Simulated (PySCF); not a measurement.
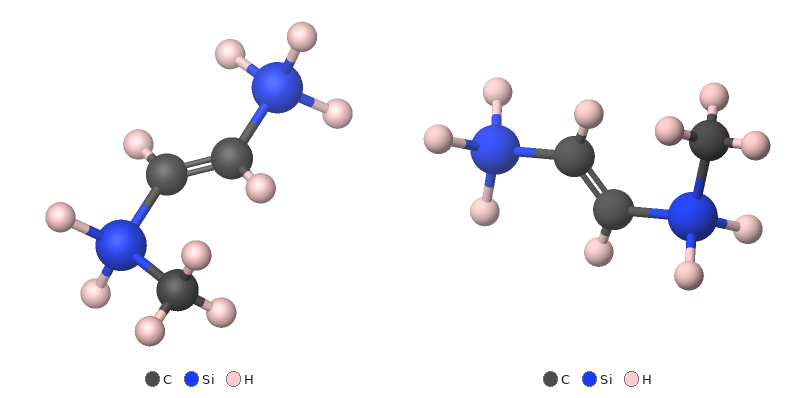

The same structure drawn twice, from different directions.

What does the picture show?

Formula C3H10Si2. Its SMILES string is `C[SiH2]/C=C/[SiH3]`. It has no ring. Among its groups: alkene, Si–H bond. This geometry has Cs symmetry. Coordination: 1 C tetrahedral; 2 Si tetrahedral; 2 C trigonal planar.

More results for the same structure follow; atom numbers are the same in all pictures, views and colours differ. The computed structure is the end point of a PBE0-D3(BJ)/def2-SVP optimisation. No frequency run is at hand to confirm it as a minimum.

## Bond orders

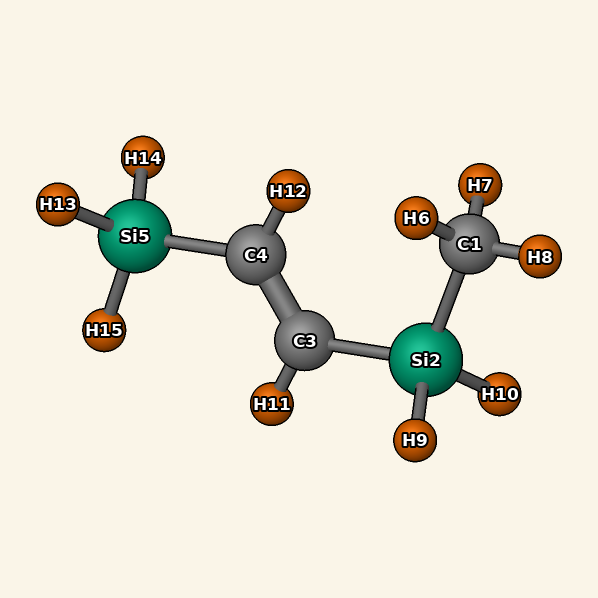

The thickness of each stick grows with its Mayer bond order. No frequency run is at hand to confirm it as a minimum. Computed with PBE0/STO-3G (PySCF 2.14.0).

Question: Which bond has the highest Mayer bond order?

Answer: C3–C4, 1.96, at a length of 1.345 Å.

List the Mayer bond orders of C1–Si2, C1–H6, C1–H7, C1–H8, Si2–C3, Si2–H9, C3–C4, C3–H11, C4–Si5, C4–H12, Si5–H13, Si5–H14, Si5–H15 (one bond of each equivalent set). Atoms whose distances differ by more than 0.02 Å in this geometry are listed apart.

```tsv
bond	Mayer order	length (Å)
C1–Si2	0.92	1.877
C1–H6	0.98	1.101
C1–H7	0.98	1.101
C1–H8	0.98	1.101
Si2–C3	0.90	1.878
Si2–H9	0.91	1.499
C3–C4	1.96	1.345
C3–H11	0.96	1.101
C4–Si5	0.92	1.873
C4–H12	0.96	1.100
Si5–H13	0.92	1.497
Si5–H14	0.92	1.497
Si5–H15	0.93	1.495
```

## Charges

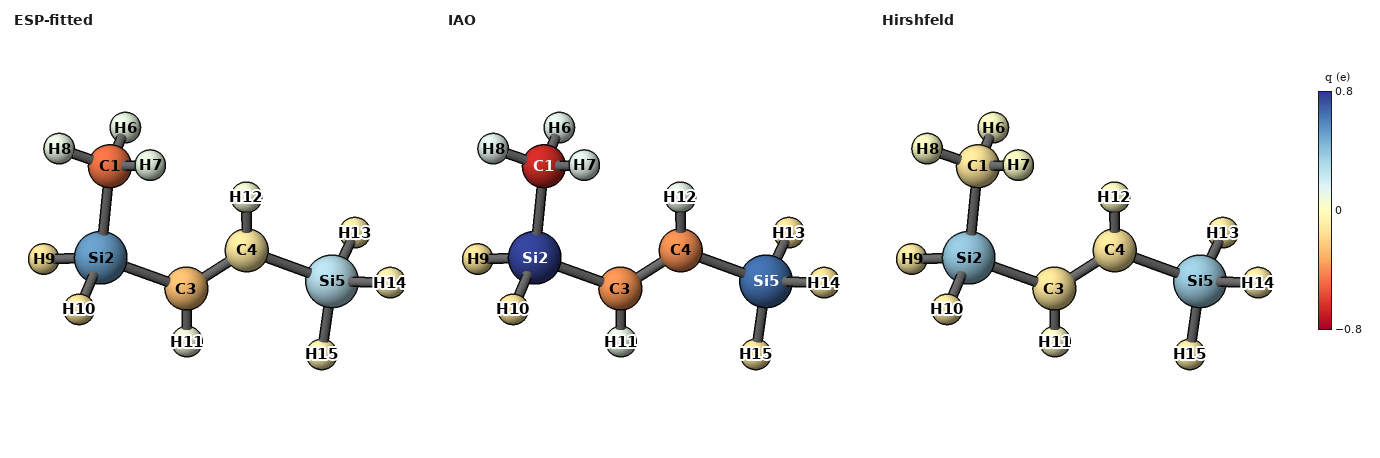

Atomic charges of one calculation by 3 schemes, on one colour scale. No frequency run is at hand to confirm it as a minimum. Computed with PBE0/STO-3G (PySCF 2.14.0).

Question: Which scheme gives the most polar picture (largest mean size of the charges)?

Answer: The IAO charges are the largest in size here, and the Hirshfeld charges the smallest.

Question: On which atom do the schemes disagree most?

Answer: On C1 (from −0.65 to −0.12 e).

List the charges (e), one line for each set of equivalent atoms. Atoms whose distances differ by more than 0.02 Å in this geometry are listed apart.

| atom | ESP-fitted | IAO | Hirshfeld |
| --- | --- | --- | --- |
| C1 | −0.46 | −0.65 | −0.12 |
| Si2 | 0.52 | 0.76 | 0.38 |
| C3 | −0.25 | −0.38 | −0.12 |
| C4 | −0.11 | −0.38 | −0.12 |
| Si5 | 0.28 | 0.64 | 0.35 |
| H6 | 0.10 | 0.13 | 0.01 |
| H7 | 0.11 | 0.13 | 0.01 |
| H8 | 0.10 | 0.14 | 0.01 |
| H9, H10 | −0.11 | −0.12 | −0.09 |
| H11 | 0.08 | 0.12 | 0.01 |
| H12 | 0.06 | 0.11 | 0.01 |
| H13 | −0.07 | −0.12 | −0.08 |
| H14 | −0.07 | −0.12 | −0.08 |
| H15 | −0.06 | −0.13 | −0.08 |

## Electronic properties

No frequency run is at hand to confirm it as a minimum. Method: BHandHLYP/pcSseg-1, gas phase (PySCF 2.14.0).

Question: What is the HOMO energy (Kohn–Sham orbital)?

Answer: −8.85 eV.

Question: Estimate the dipole moment.

Answer: 0.71 D.

Question: Give the LUMO energy (Kohn–Sham orbital) at this level.

Answer: 0.29 eV.
